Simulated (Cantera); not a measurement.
Charge: 1 mol SiCl4, 11 mol H2O, 0.36 mol O2, equilibrated at 0.140 bar.

Method: chemical equilibrium by Gibbs-energy minimisation in Cantera with the NASA 1993 tables (ideal gas, pure condensed phases). Candidate condensed phases: H2O, Si, SiO2; 30 gas species. The tables hold silica as quartz up to 1696 K and as liquid above; real silica turns to tridymite and cristobalite and melts near 1996 K. Gases not in the tables: Si(OH)4. Equilibrium is a limit: real reactors are often held back by kinetics, nucleation or transport.

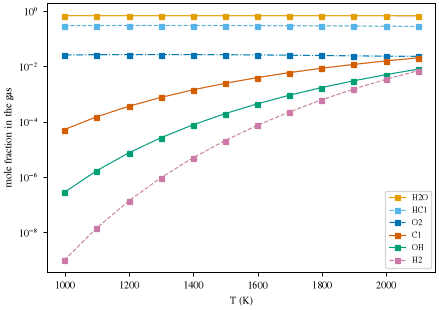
Figure: Equilibrium gas composition (values under 1e-9 drawn at 1e-9)

### Question
Read off the mole fractions at 2098 K.

### Answer
H2O about 0.67, HCl about 0.28, O2 about 0.023, Cl about 0.020, OH about 0.0078, H2 about 0.0069.
